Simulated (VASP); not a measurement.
Band structure of CoGa (CsCl type). Computed with r2SCAN meta-GGA with spin-orbit coupling, VASP's PBE PAW potentials (set 64) (plane waves; VASP).

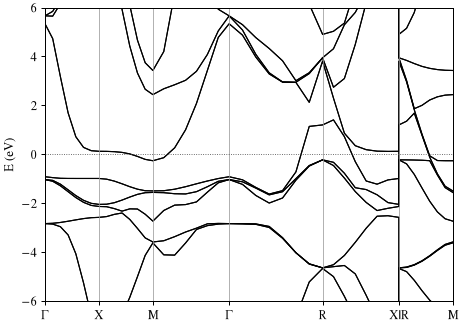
Figure. Bands along high-symmetry lines, zero at the valence-band maximum or, without a gap, the Fermi level

Read the plot: is there a gap, and where are the band edges?

It has no gap at this level: it comes out as a metal or semimetal.

The compound is CoGa in the CsCl type structure. It was relaxed first.
